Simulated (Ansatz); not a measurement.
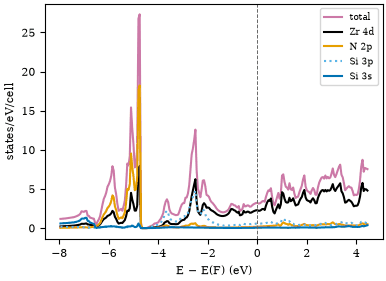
Figure: Total and projected density of states of Zr$_{2}$SiN in space group P6_3/mmc (No. 194; Zr on 4f, Si on 2d, N on 2a), PBEsol (plane waves, PAW; program Ansatz)

Problem. Which orbitals carry the states next to the Fermi level?

Solution. Within 0.5 eV of the Fermi level: Zr 4d 72 %, Si 3p 17 %, N 2p 5 %. Projections are on Löwdin-orthogonalised atomic valence shells; empty p or d shells of many metals are not among them.

Problem. Where is the tallest occupied peak in this window, and what makes it?

Solution. Near -4.8 eV, about 27 states/eV per cell; the largest projected share is N 2p.

The start of the workflow was typed in or built on a structure type; neither database checked (COD, Materials Project) lists it. Whether it is the stable phase at ambient conditions was not checked. Symmetry was held in the PBEsol relaxation; whether a distortion lowers the energy is not shown. The run is not spin-polarised. Scalar-relativistic: spin–orbit coupling is off unless named, which matters more the heavier the elements.

Potentials: the earlier of the program's two PAW sets. The files were generated under PBE; for other functionals the program regenerates the frozen cores, and for LDA and PBEsol the local potential too.
